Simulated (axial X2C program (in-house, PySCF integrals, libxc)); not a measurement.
# OGdO: Ω levels from open-shell CI on f6 s0

Which Ω levels does OGdO have in the configuration f6 s0, and how far apart?

Program: an in-house X2C program for linear molecules on PySCF integrals. Level of theory: two-component X2C, average-of-configuration Hartree–Fock and CI in the open shells. These are calculated values, not measurements.

All values are calculated.

## (1) Set-up

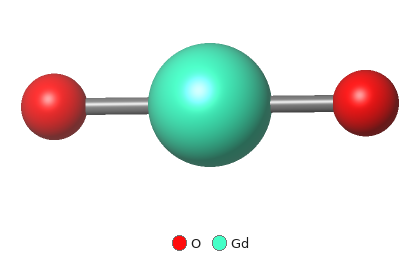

The atoms on one line, bonds 1.842 and 1.842 Å (oxygen red, gadolinium teal).

File task.json:

```json
{"zs": [8, 64, 8], "q": 0, "bas": ["dyall-av3z", "dyall-v3z", "dyall-av3z"], "r0": 1.82, "metal": 1, "shells": [[3, [0, 1, 2, 3], 6], [0, [0], 0]], "fix": 0, "emax": 2.2, "nroots": 4}
```

Keys: zs atomic numbers; q charge; bas basis sets; r0 starting distance in Å; metal index of the metal atom; shells open shells as [l, |m| values, electrons]; fix electron count of the first shell held; emax energy window in eV; nroots roots for each Ω.

On the command line:

```console
$ python soci.py task.json out
```

Two-component X2C with atomic mean-field Coulomb and Gaunt terms, basis O dyall-av3z, Gd dyall-v3z (cores contracted in-house). Orbitals come from Hartree–Fock averaged over the configuration Gd f6 s0; CI then distributes these electrons over the f, s shells of Gd.

## (2) CI at O–Gd–O held linear, both bonds 1.842 Å

Output:

```text
average of configuration f6 s0
basis functions 286  fitting functions 1447
iter      average energy  largest gradient
   1     -11400.478362356   2.68e+01
   2     -11401.722392628   2.65e+01
   3     -11403.882897651   2.48e+01
   4     -11405.824362286   2.21e+01
   5     -11408.271224985   1.81e+01
   6     -11410.925514058   1.14e+01
   7     -11412.195170677   1.26e+00
   8     -11412.351303383   4.53e-01
   9     -11412.404704379   3.65e-01
  10     -11412.423451630   2.79e-01
  11     -11412.441119005   1.17e-01
  12     -11412.444420563   2.26e-01
  13     -11412.446589923   7.90e-02
  14     -11412.447536277   7.04e-02
  15     -11412.447839921   1.64e-02
  16     -11412.447892653   2.53e-02
  17     -11412.447922083   9.08e-03
  18     -11412.447932443   5.11e-03
  19     -11412.447933835   3.50e-03
  20     -11412.447934535   2.22e-03
  21     -11412.447935087   1.42e-03
  22     -11412.447935223   5.89e-04
  23     -11412.447935256   9.28e-05
  24     -11412.447935266   1.06e-04
  25     -11412.447935268   4.69e-05
  26     -11412.447935269   1.72e-05
converged
CI levels
2*Omega        energy/Eh    cm-1   g(par)  dipole/D  leading shell counts
    0    -11412.86937783        0   0.000   -0.000  {'6 0': 1.0}
    2    -11412.86914696       51   3.987   -0.000  {'6 0': 1.0}
    4    -11412.86850386      192   7.973   -0.000  {'6 0': 1.0}
    6    -11412.86754476      402  11.959   -0.000  {'6 0': 1.0}
    2    -11412.80653767    13792   5.922   -0.000  {'6 0': 1.0}
    0    -11412.80640735    13820   0.000   -0.000  {'6 0': 1.0}
    4    -11412.80611666    13884   9.922   -0.000  {'6 0': 1.0}
    0    -11412.80594240    13922   0.000   -0.000  {'6 0': 1.0}
    2    -11412.80516464    14093   2.011   -0.000  {'6 0': 1.0}
    4    -11412.80389236    14372   5.919   -0.000  {'6 0': 1.0}
    6    -11412.80247392    14684   9.895   -0.000  {'6 0': 1.0}
    8    -11412.80099471    15008  13.899   -0.000  {'6 0': 1.0}
```

Dipoles in the output refer to the first atom as origin.

Wall time 3.6 s (1 thread of AMD EPYC 9R45 (Zen 5), shared host); peak memory 0.52 GiB.

Active spinors (ω > 0; filled shells left out):

```csv
shell,ω,ε (eV),character
f,5/2,-7.68,100% Gd f
f,3/2,-7.33,100% Gd f
f,7/2,-7.05,100% Gd f
f,5/2,-6.80,100% Gd f
f,1/2,-6.48,"92% Gd f, 6% O p"
f,3/2,-6.09,96% Gd f
f,1/2,-5.25,"72% Gd f, 20% O p, 5% Gd p"
s,1/2,-0.53,"65% Gd s, 18% Gd d, 10% O p"
```

The levels:

```
Ω  energy (cm⁻¹)     g∥  configuration
0              0   0.00        100% f6
1             51   3.99        100% f6
2            192   7.97        100% f6
3            402  11.96        100% f6
1          13792   5.92        100% f6
0          13820   0.00        100% f6
2          13884   9.92        100% f6
0          13922   0.00        100% f6
1          14093   2.01        100% f6
2          14372   5.92        100% f6
3          14684   9.90        100% f6
4          15008  13.90        100% f6
```

g∥ is the magnitude of 2⟨Lz + ge Sz⟩ for the +Ω component.

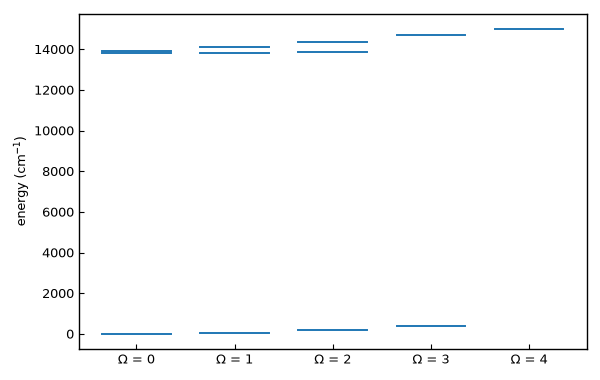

The lowest levels by Ω.

## (3) The same at O–Gd–O held linear, both bonds 1.916 Å

| Ω | energy (cm⁻¹) | g∥ | configuration |
| --- | --- | --- | --- |
| 0 | 0 | 0.00 | 100% f6 |
| 1 | 58 | 3.99 | 100% f6 |
| 2 | 220 | 7.97 | 100% f6 |
| 3 | 460 | 11.95 | 100% f6 |
| 1 | 11030 | 5.80 | 100% f6 |
| 0 | 11033 | 0.00 | 100% f6 |
| 2 | 11146 | 9.89 | 100% f6 |
| 0 | 11186 | 0.00 | 100% f6 |
| 1 | 11337 | 2.13 | 100% f6 |
| 2 | 11611 | 5.94 | 100% f6 |

## (4) Curves along the symmetric stretch (R is each bond)

The same input was run at the other distances (logs left out). Energies in cm⁻¹ from the lowest point; levels are followed by energy order within each Ω.

| R (Å) | (1)Ω=0 | (1)Ω=1 | (1)Ω=2 | (1)Ω=3 |
| --- | --- | --- | --- | --- |
| 1.713 | 1840 | 1878 | 1986 | 2148 |
| 1.778 | 0 | 44 | 168 | 353 |
| 1.842 | 991 | 1041 | 1183 | 1393 |
| 1.916 | 5000 | 5059 | 5220 | 5461 |
| 1.989 | 11341 | 11406 | 11585 | 11849 |
| 2.072 | 20691 | 20759 | 20944 | 21212 |
| 2.174 | 34339 | 34383 | 34495 | 34643 |

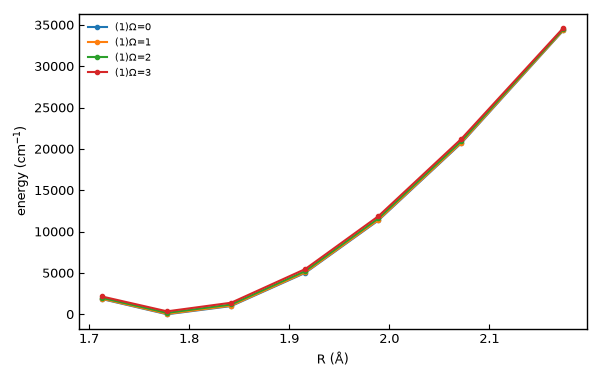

The lowest levels along the scan.

Constants where the minimum is well bracketed:

```
level of the curve  Te (cm⁻¹)  Re (Å)  ωe (cm⁻¹)
            (1)Ω=0          0   1.786      837.8
            (1)Ω=1         45   1.785      838.0
            (1)Ω=2        170   1.785      838.4
            (1)Ω=3        358   1.784      839.0
```

## (5) What came out

| quantity | value |
| --- | --- |
| lowest level of the model | Ω = 0, g∥ = 0.00, 100% f6 |
| next level | Ω = 1, 51 cm⁻¹ higher |
| lowest curve, Re and ωe | 1.786 Å, 837.8 cm⁻¹ |

What this shows: From 1.842 to 1.916 Å the gap from the lowest to the fifth level goes from 13792 to 11030 cm⁻¹. Without dynamic correlation distances can be off by several hundredths of an Å, and the wavenumbers are rough. There is no dynamic correlation: spin–orbit spacings and, for f shells, spacings inside one term are the most reliable numbers, splittings between terms come out too wide, and energies between configurations are not reliable, so the lowest level need not be the ground state of the molecule. At most 4 roots were kept for each Ω > 0 (twice that for Ω = 0) within 2.2 eV of the lowest, so higher up levels can be missing between those listed; levels with Ω > 0 are doubly degenerate and listed once, Ω = 0 levels singly. The open spinors mix strongly with ligand orbitals, which this small active space describes poorly. States that fill the shells left empty in the average are placed too high. The molecule was held linear; bending was not examined.
